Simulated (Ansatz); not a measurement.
# CH3BF2: taking an electron away

Aim: the vertical ionisation energy of CH3BF2, as cation minus neutral at the neutral's geometry, on several levels, and how well −ε(HOMO) stands in for it.

Computed with Ansatz 0.2.0, Gaussian basis. Level: unrestricted cation, the program's frozen cores in correlated methods.

The runs, in order: UKS PBE-D4/def2-TZVPP; UKS r2SCAN-D4/def2-TZVPP; UKS PBE0-D4/def2-TZVPP; UKS B3LYP-D4/def2-TZVPP; UKS wB97X-V/def2-TZVPP; UKS wB97M-V/def2-TZVPP; UKS B2PLYP/def2-TZVPP; UHF-CCSD(T)/def2-TZVPP; UHF-MP2/def2-QZVPP; extrapolation to the limit; then −ε(HOMO) from the neutral's earlier runs with LDA (SPW92), PBE-D4, revPBE-D4, BLYP-D4, r2SCAN-D4, B97M-V, PBE0-D4, B3LYP-D4, r2SCANh-D4, r2SCAN0-D4, HSE06-D4, BHLYP-D4, CAM-B3LYP-D4, LC-ωPBE, ωB97X-V, ωB97M-V.

## 1. The relaxed structure

An earlier PBE0-D4 in a triple-zeta def2 set relaxation fixed the geometry.

SMILES `CB(F)F`, 7 atoms, charge 0, spin multiplicity 1.

Atoms are counted from 1 here; the program's logs count them from 0.

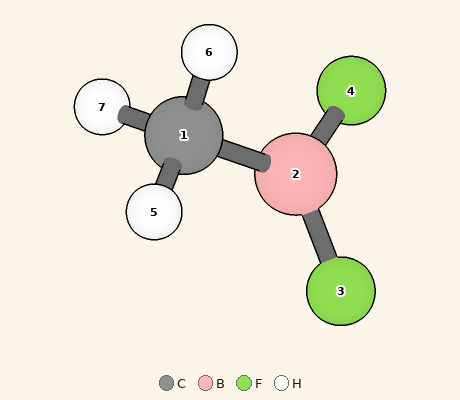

The structure; carbon grey, boron pink, fluorine green, hydrogen white; atoms are numbered from 1 in the order of the file.

## 2. Cation, UKS PBE-D4/def2-TZVPP

The input, in.yaml:

```yaml
crystal:
  periodic: [false, false, false]
  atoms:
    - {symbol: C, position_ang: [-0.093557, 0.681567, -0.046386]}
    - {symbol: B, position_ang: [0.154846, -0.849253, 0.065296]}
    - {symbol: F, position_ang: [0.638882, -1.417959, 1.156600]}
    - {symbol: F, position_ang: [-0.118711, -1.667909, -0.938059]}
    - {symbol: H, position_ang: [0.268361, 1.232809, 0.820666]}
    - {symbol: H, position_ang: [0.377519, 1.081038, -0.948446]}
    - {symbol: H, position_ang: [-1.166139, 0.871806, -0.155471]}
basis:
  gaussian: {orbitals: def2-TZVPP}
total_charge: 1
magnetization: {spin_polarized: true, initial_magnetization: 1}
hamiltonian: {xc: pbe, dispersion: d4}
```

The run is started by

```console
ansatz run in.yaml --threads 4 --pin off --events-out ev --progress --plain --max-ram 10444MiB
```

Further steps of the session: Cation, UKS r2SCAN-D4/def2-TZVPP; Cation, UKS PBE0-D4/def2-TZVPP; Cation, UKS B3LYP-D4/def2-TZVPP; Cation, UKS wB97X-V/def2-TZVPP; Cation, UKS wB97M-V/def2-TZVPP; Cation, UKS B2PLYP (frozen core)/def2-TZVPP; Cation, UHF-CCSD(T)/def2-TZVPP; Cation, UHF-MP2/def2-QZVPP.

Q: Predict the results of all the runs planned. Wanted: ionisation energy, CCSD(T)/CBS; nearest functional by difference; nearest −ε(HOMO); −ε(HOMO) of PBE; T1 of the cation.

The runs gave:

| quantity | value |
| --- | --- |
| ionisation energy, CCSD(T)/CBS | 13.36 eV |
| nearest functional by difference | ωB97M-V (-0.29 eV) |
| nearest −ε(HOMO) | LC-ωPBE (-0.22 eV) |
| −ε(HOMO) of PBE | 8.60 eV |
| T1 of the cation | 0.027 |

What this shows: By cation minus neutral, the functionals miss by 0.91 eV at most. The PBE orbital energy is 4.8 eV too small: a semilocal HOMO is no ionisation energy. Among orbital estimates LC-ωPBE comes nearest. Hartree-Fock falls 0.74 eV short, as the neutral has more correlation energy than the cation.
